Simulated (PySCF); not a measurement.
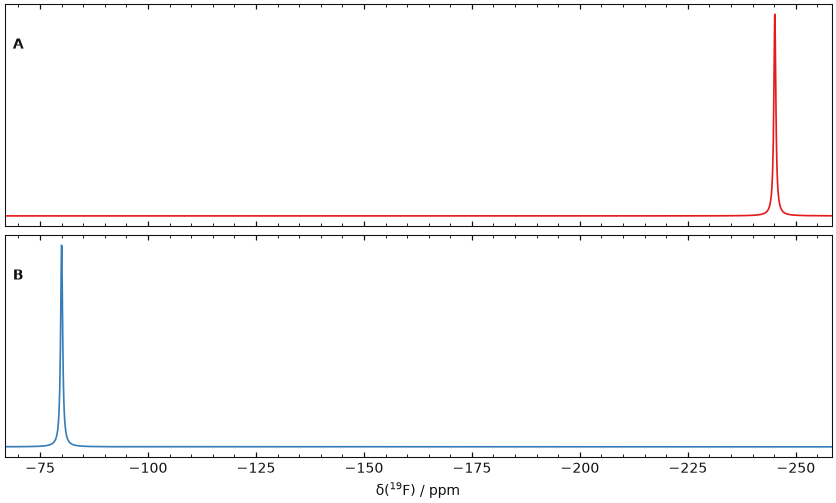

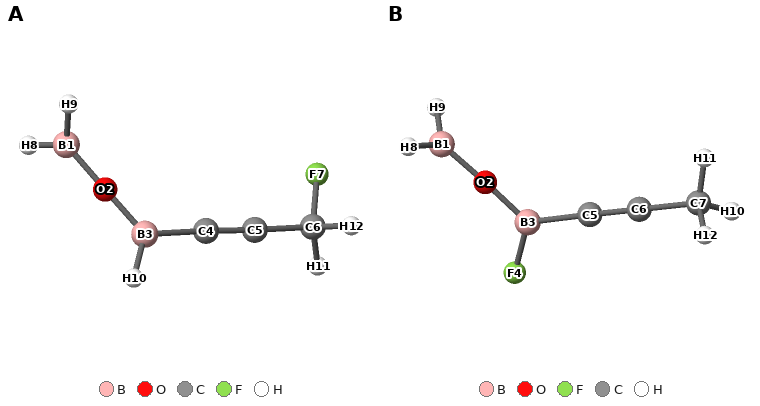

Related molecules: A is C₃H₅B₂FO, SMILES BOBC#CCF; B is C₃H₅B₂FO, SMILES BOB(F)C#CC. GIAO ¹⁹F shifts against CFCl₃ (¹⁹F: this reference is a hard case for the method, so all values can be off together by tens of ppm, and differences between signals are safer), PBE0/pcSseg-1 with PySCF, at a GFN2-xTB geometry (no frequency check); fully decoupled, line heights follow the number of nuclei within a panel, widths are arbitrary (no quadrupolar broadening); values of one conformer, averaged over methyl-type rotors and exact or near symmetry; other conformers aren't averaged in.

Question: How does the ¹⁹F shift respond?

Answer: From A (−245.1 ppm) to B (−80.0 ppm) the nucleus is deshielded by 165.1 ppm.

Caveats, for all or some of the runs: the tight-binding geometry is rougher than a DFT one and adds to the error.
